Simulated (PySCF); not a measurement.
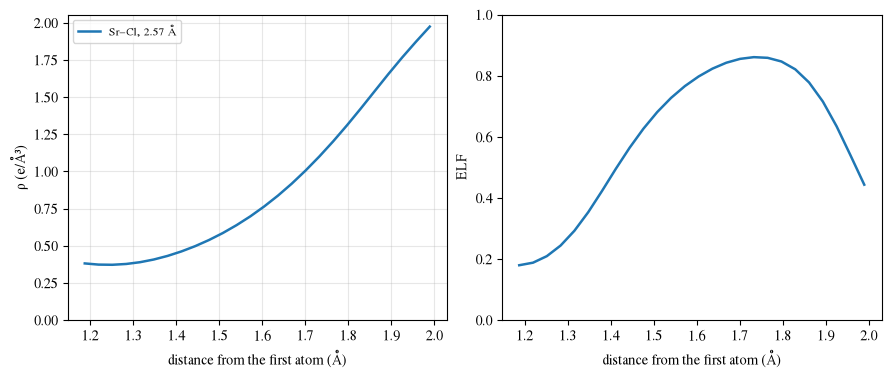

*SrCl (doublet). Electron density and electron localisation function along straight lines between neighbouring atoms. The curves leave out the atomic cores.*

Computed with PySCF 2.14.0, PBE0/x2c-TZVPPall, spin-free X2C-1e, Gaussian nucleus, at a bond length of 2.567 Å.

```yaml
atoms:
  - { symbol: Sr, position_ang: [0.0000, 0.0000, -0.7305] }
  - { symbol: Cl, position_ang: [0.0000, 0.0000, 1.8365] }
```

> What kind of bonding do the profiles show?

Sr–Cl (2.57 Å): ρ is about 0.38 e/Å³ halfway; the ELF peaks at about 0.85 in the valence shell of Cl, 0.8 Å from its nucleus, and is about 0.25 at the midpoint; a closed-shell, largely ionic contact.
